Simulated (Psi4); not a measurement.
# M06-L/cc-pVDZ run of CH5BO2 (SMILES COBO)

Aim: the energy change on altering one bond length of CH5BO2 at M06-L/cc-pVDZ, from 2 runs. 

The calculation is run with Psi4 1.11.

## Step 1: Starting point

CH5BO2 has 9 atoms, charge 0, and is taken as a singlet. SMILES: `COBO`. The shape is that of a PBE0-D4/def2-TZVP optimisation. This is one conformer, not always the lowest.

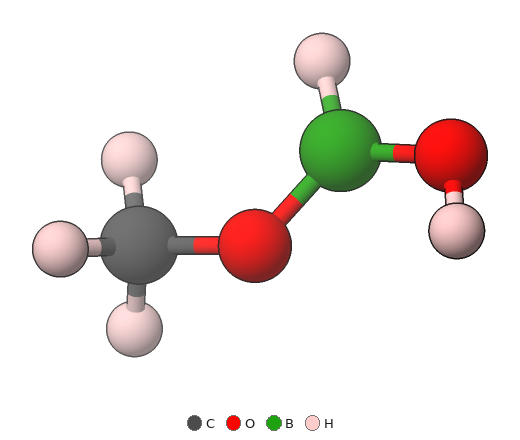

Viewed from a chosen angle; carbon dark grey, oxygen red, boron green, hydrogen pink.

## Step 2: The energy at M06-L/cc-pVDZ

Input file run.py:

```python
import psi4

psi4.set_memory('2200 MB')
psi4.set_num_threads(1)
psi4.set_output_file('ch5bo2.out', False)

molecule = psi4.geometry("""
0 1
C      0.281800     0.801900    -1.057400
O     -0.113500     0.454800     0.251000
B     -0.134900    -0.834100     0.671600
O     -0.524600    -1.118500     1.938500
H      0.568100    -0.079800    -1.637600
H      1.131400     1.486400    -1.006200
H     -0.544800     1.307500    -1.561700
H      0.183900    -1.738400    -0.047600
H     -0.758900    -0.326300     2.432200
units angstrom
symmetry c1
""")

options = {'basis': 'cc-pVDZ', 'reference': 'rks', 'puream': True, 'e_convergence': 1e-09, 'd_convergence': 1e-08, 'scf_type': 'pk', 'dft_radial_points': 99, 'dft_spherical_points': 590}
psi4.set_options(options)

E, wfn = psi4.energy("m06-l", return_wfn=True)
psi4.oeprop(wfn, "MAYER_INDICES", "DIPOLE", "QUADRUPOLE")
print(f'm06-l energy: {E:.10f} Eh')
```

Started as:

```console
$ python run.py
```

ch5bo2.out:

```text
[...]
  Running in c1 symmetry.
[...]
  Nuclear repulsion =  115.438950461155656
[...]
  Multiplicity = 1
[...]
  Nalpha       = 16
  Nbeta        = 16
[...]
    Number of basis functions: 81
[...]
   @RKS iter   1:  -216.19150146376154   -4.21245e-01   1.01539e-02 ADIIS/DIIS
[...]
   @RKS iter  12:  -216.48157690283492   -4.88853e-12   7.63240e-09 DIIS
[...]
    Orbital Energies [Eh]
    ---------------------
    Doubly Occupied:
       1A    -18.984129     2A    -18.979547     3A    -10.108934
       4A     -6.675304     5A     -1.020583     6A     -0.988589
       7A     -0.661153     8A     -0.517909     9A     -0.478950
      10A     -0.428792    11A     -0.419503    12A     -0.341048
      13A     -0.326740    14A     -0.324531    15A     -0.279052
      16A     -0.261184
[...]
  @RKS Final Energy:  -216.48157690283492
   => Energetics <=
    Nuclear Repulsion Energy =            115.4389504611556561
    One-Electron Energy =                -523.6320122608258316
    Two-Electron Energy =                 220.3450858525516480
    DFT Exchange-Correlation Energy =     -28.6336009557163500
    Empirical Dispersion Energy =           0.0000000000000000
    VV10 Nonlocal Energy =                  0.0000000000000000
    Total Energy =                       -216.4815769028349166
[...]
 Multipole Moments:
 ------------------------------------------------------------------------------------
     Multipole            Electronic (a.u.)      Nuclear  (a.u.)        Total (a.u.)
 ------------------------------------------------------------------------------------
 L = 1.  Multiply by 2.5417464519 to convert [e a0] to [Debye]
 Dipole X            :         -1.1160811            1.1507181            0.0346370
 Dipole Y            :         -1.3609775            1.9946939            0.6337164
 Dipole Z            :          3.7899663           -4.0759431           -0.2859768
 Magnitude           :                                                    0.6961170
 L = 2.  Multiply by 1.3450342976 to convert [e a0^2] to [Debye ang]
 Quadrupole XX       :        -35.1765220           17.8851904          -17.2913317
 Quadrupole XY       :        -23.7152648           23.6796423           -0.0356225
[...]
```

Standard output:

```text
m06-l energy: -216.4815769028 Eh
```

It took 56 s on 1 thread of Intel Xeon Platinum 8259CL at 2.50GHz (Skylake/Cascade Lake), shared host; peak memory 1.2 GiB.

## Step 3: The distorted shape: energy and gradient at M06-L/cc-pVDZ

Input file ch5bo2.xyz:

```xyz
9
CH5BO2
C      0.405793     0.726058    -0.981753
O      0.010493     0.378958     0.326647
B     -0.010907    -0.909942     0.747247
O     -0.400607    -1.194342     2.014147
H      0.692093    -0.155642    -1.561953
H      1.255393     1.410558    -0.930553
H     -0.544800     1.307500    -1.561700
H      0.307893    -1.814242     0.028047
H     -0.634907    -0.402142     2.507847
```

Input file run_ase.py:

```python
import numpy as np
from ase.calculators.psi4 import Psi4
from ase.io import read

atoms = read('ch5bo2.xyz')
calc = Psi4(atoms=atoms, method='m06-l', basis='cc-pVDZ', memory='2200MB', num_threads=1, charge=0, multiplicity=1, label='ch5bo2')
calc.psi4.set_options({'puream': True, 'e_convergence': 1e-09, 'd_convergence': 1e-08, 'scf_type': 'pk', 'dft_radial_points': 99, 'dft_spherical_points': 590})
atoms.calc = calc

forces = atoms.get_forces()
print(f'energy: {atoms.get_potential_energy():.6f} eV')
print('forces / eV A^-1')
print(np.round(forces, 5))
```

Started as:

```console
$ python run_ase.py
```

ch5bo2.dat:

```text
[...]
  Running in c1 symmetry.
[...]
  Nuclear repulsion =  114.831905604449460
[...]
  Multiplicity = 1
[...]
  Nalpha       = 16
  Nbeta        = 16
[...]
    Number of basis functions: 81
[...]
   @RKS iter   1:  -216.17949260144235   -4.53499e-01   1.01408e-02 DIIS/ADIIS
[...]
   @RKS iter  12:  -216.47036061200600   -4.49063e-12   7.72031e-09 DIIS
[...]
    Orbital Energies [Eh]
    ---------------------
    Doubly Occupied:
       1A    -18.987510     2A    -18.981340     3A    -10.124049
       4A     -6.677609     5A     -1.023075     6A     -0.990515
       7A     -0.652985     8A     -0.519326     9A     -0.480336
      10A     -0.428704    11A     -0.408009    12A     -0.340643
      13A     -0.326276    14A     -0.325355    15A     -0.280534
      16A     -0.260740
[...]
  @RKS Final Energy:  -216.47036061200600
   => Energetics <=
    Nuclear Repulsion Energy =            114.8319056044494602
    One-Electron Energy =                -522.4108774161219344
    Two-Electron Energy =                 219.6869149345074277
    DFT Exchange-Correlation Energy =     -28.5783037348409295
    Empirical Dispersion Energy =           0.0000000000000000
    VV10 Nonlocal Energy =                  0.0000000000000000
    Total Energy =                       -216.4703606120060044
[...]
 Multipole Moments:
 ------------------------------------------------------------------------------------
     Multipole            Electronic (a.u.)      Nuclear  (a.u.)        Total (a.u.)
 ------------------------------------------------------------------------------------
 L = 1.  Multiply by 2.5417464519 to convert [e a0] to [Debye]
 Dipole X            :         -0.9770297            1.0422698            0.0652401
 Dipole Y            :         -1.4676472            2.0610278            0.5933806
 Dipole Z            :          3.9053831           -4.1421065           -0.2367233
 Magnitude           :                                                    0.6421797
[...]
  -Total Gradient:
     Atom            X                  Y                   Z
    ------   -----------------  -----------------  -----------------
       1        0.050490292226    -0.025644356282     0.021067233842
       2        0.000454175584    -0.008938215352     0.002396352213
       3       -0.000109362467     0.003299316276     0.000957660644
       4       -0.000369455240     0.005293806867    -0.000830427602
       5        0.000675527128     0.003096912136     0.004638880713
       6       -0.001363756228    -0.004882426041     0.001209005937
       7       -0.050204121338     0.029874964897    -0.028851743510
       8       -0.000087489521     0.001361872923    -0.000075246206
       9        0.000488589349    -0.003380315924    -0.000434167810
[...]
```

Standard output:

```text
energy: -5890.458545 eV
forces / eV A^-1
[[-2.59632  1.31869 -1.08332]
 [-0.02335  0.45962 -0.12323]
 [ 0.00562 -0.16966 -0.04924]
 [ 0.019   -0.27222  0.0427 ]
 [-0.03474 -0.15925 -0.23854]
 [ 0.07013  0.25106 -0.06217]
 [ 2.5816  -1.53623  1.48362]
 [ 0.0045  -0.07003  0.00387]
 [-0.02512  0.17382  0.02233]]
```

Wall time 66 s (1 thread of Intel Xeon Platinum 8259CL at 2.50GHz (Skylake/Cascade Lake), shared host); peak memory 1.2 GiB.

## Step 4: Results

At M06-L/cc-pVDZ:

| quantity | value |
| --- | --- |
| first shape: total energy | -216.48158 Eh |
| first shape: dipole moment | 1.77 D |
| first shape: HOMO energy | -7.11 eV |
| first shape: LUMO energy | 0.90 eV |
| first shape: HOMO–LUMO gap | 8.01 eV |
| distorted shape: total energy | -216.47036 Eh |
| distorted shape: dipole moment | 1.63 D |
| distorted shape: HOMO energy | -7.10 eV |
| distorted shape: LUMO energy | 0.82 eV |
| distorted shape: HOMO–LUMO gap | 7.91 eV |
| distorted shape: largest force on an atom | 3.350 eV/Å |
| energy change with the C1–H7 bond stretched from 1.092 to 1.256 Å | 0.305 eV |

**Reading.** With the C1–H7 bond stretched from 1.092 to 1.256 Å the energy rises by 0.31 eV (7.0 kcal/mol). The first shape isn't relaxed at this level, so the change isn't measured from a minimum.
